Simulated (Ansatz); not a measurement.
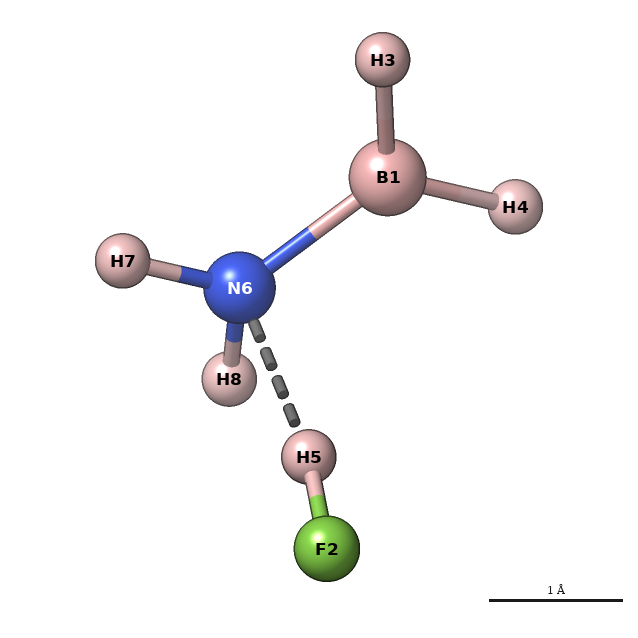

Broken lines mark hydrogen bonds. The computed structure is the end point of a PBE0-D4/def2-TZVP optimisation.

Give donor, acceptor, H···A distance and D–H···A angle of each hydrogen bond.

```csv
D–H···A,D–H (Å),H···A (Å),angle (°),kind
F2–H5···N6,0.94,1.90,171,intermolecular
```
